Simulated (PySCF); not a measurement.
# C$_{2}$H$_{10}$O$_{2}$SSi$_{2}$: what the fields show

```json
{"atom": "C", "x (Å)": "-0.5489", "y (Å)": "2.9874", "z (Å)": "0.4330"}
{"atom": "O", "x (Å)": "0.2413", "y (Å)": "1.8927", "z (Å)": "0.0681"}
{"atom": "Si", "x (Å)": "-0.2396", "y (Å)": "0.4238", "z (Å)": "-0.3773"}
{"atom": "O", "x (Å)": "1.0592", "y (Å)": "-0.5191", "z (Å)": "-0.3784"}
{"atom": "Si", "x (Å)": "2.3913", "y (Å)": "-1.1818", "z (Å)": "0.2764"}
{"atom": "S", "x (Å)": "-1.6786", "y (Å)": "-0.3037", "z (Å)": "1.0286"}
{"atom": "C", "x (Å)": "-1.6062", "y (Å)": "-2.0838", "z (Å)": "0.6605"}
{"atom": "H", "x (Å)": "0.0902", "y (Å)": "3.7011", "z (Å)": "0.9529"}
{"atom": "H", "x (Å)": "-1.3638", "y (Å)": "2.6778", "z (Å)": "1.0899"}
{"atom": "H", "x (Å)": "-0.9708", "y (Å)": "3.4587", "z (Å)": "-0.4573"}
{"atom": "H", "x (Å)": "-0.7580", "y (Å)": "0.3439", "z (Å)": "-1.7329"}
{"atom": "H", "x (Å)": "2.1018", "y (Å)": "-2.6175", "z (Å)": "0.2777"}
{"atom": "H", "x (Å)": "3.4749", "y (Å)": "-0.8181", "z (Å)": "-0.6291"}
{"atom": "H", "x (Å)": "2.5929", "y (Å)": "-0.6791", "z (Å)": "1.6325"}
{"atom": "H", "x (Å)": "-2.1932", "y (Å)": "-2.5895", "z (Å)": "1.4192"}
{"atom": "H", "x (Å)": "-2.0266", "y (Å)": "-2.2680", "z (Å)": "-0.3227"}
{"atom": "H", "x (Å)": "-0.5727", "y (Å)": "-2.4128", "z (Å)": "0.6985"}
```

Geometry: GFN2-xTB.

Computed with CAM-B3LYP/def2-SVPD, SCF density, gas phase in PySCF 2.14.0.

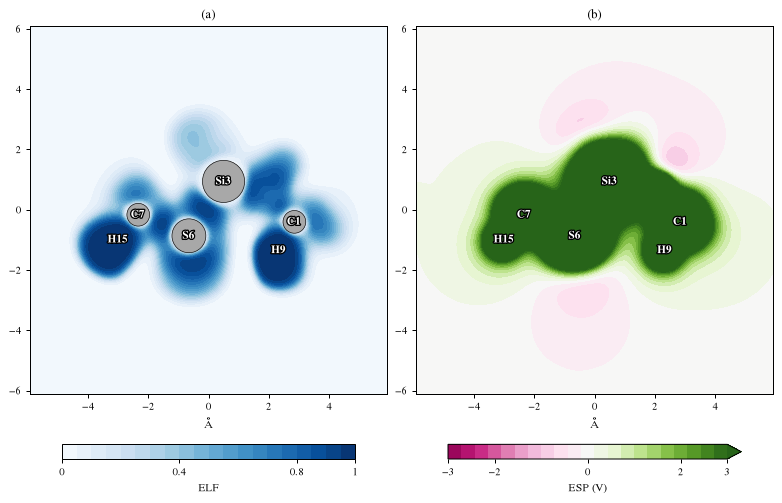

Figure 1. (a) electron localisation function; (b) molecular electrostatic potential on the plane of atoms Si3, S6 and C7. Grey discs cover the atomic cores in the ELF map.

What does the map show?

- Atoms in the plane: C, Si, S and H.
- C–S (1.82 Å): the ELF peaks at about 0.90 between the atoms, as expected for a shared electron pair.
- Si–S (2.14 Å): the ELF peaks at about 0.95 between the atoms, as expected for a shared electron pair.
- C–H (1.08 Å): the ELF climbs to about 1 towards the hydrogen, as it does in any bond to H (an ordinary covalent bond to hydrogen).
- The ELF also peaks beside S6 and O2, away from the bonds: lone-pair regions.
- Outside the dense part of the molecule the potential is most negative (−1.0 V) near O2, which lies off the plane.

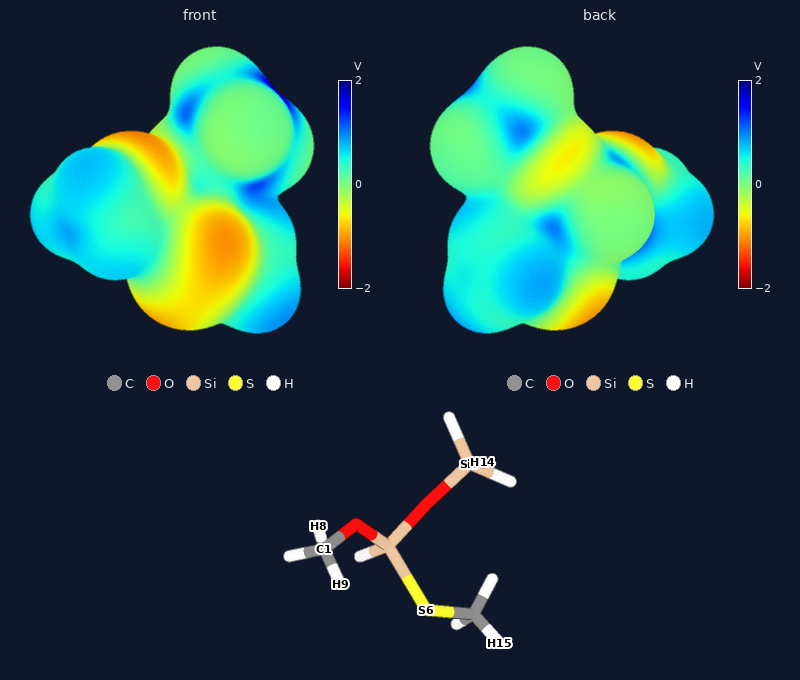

Figure 2. The molecular electrostatic potential painted on the density surface at 0.002 e/bohr³, seen from the front and from behind; red is negative and blue positive. The bare structure is drawn below in the same view.

Which sites attract a positive test charge, and which a negative one?

A positive charge is drawn to the negative regions and a negative charge to the positive ones. The most negative region (about −1.1 V, or −25 kcal/mol for a unit charge) lies over O2 and S6, the most positive (about +1.6 V, or +37 kcal/mol for a unit charge) over Si5.
